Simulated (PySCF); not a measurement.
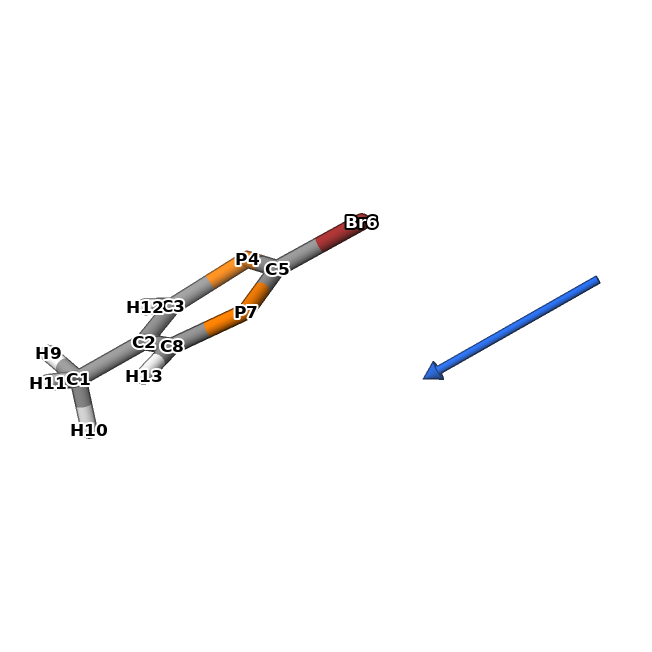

The arrow beside the molecule shows the direction of the dipole moment, from the negative to the positive end (its length means nothing). The geometry was computed by an optimisation with GFN2-xTB. No frequency run is at hand to confirm it as a minimum. Method: CAM-B3LYP/def2-SVPD, gas phase (PySCF 2.14.0).

> How large is the dipole moment?

3.60 D; it points from the side of Br6 to the side of H9, H10, H11 (the outermost atoms at the two ends).

The geometry is semi-empirical. Around Br, P such bond lengths and angles can be off by a tenth of an ångström or more and by several degrees, and values that hang on the shape move with them.
